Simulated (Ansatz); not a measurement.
Where the default PAW files enter, the runs use the earlier of Ansatz's two default sets.

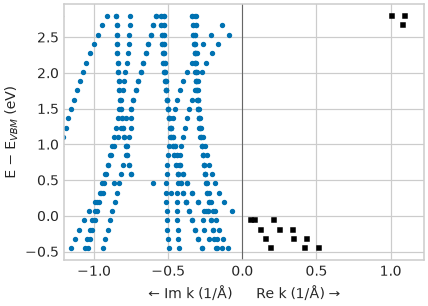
Complex bands at the centre of the two-dimensional zone; r2SCAN run with Ansatz (a program for electronic structure)

The gap is the functional's own. No spin-orbit coupling. Mid-gap values are interpolated on the energy grid.

**Question.** This is SiC (P6_3mc, 8 atoms a cell, 10.3 Å³ an atom) along the normal of (100). Read off the slowest decay at the centre of the two-dimensional zone at 1.24 eV, the computed energy nearest the middle of the gap.

**Answer.** κ ≈ 0.28 1/Å, a decay length 1/(2κ) of the density of 1.8 Å.
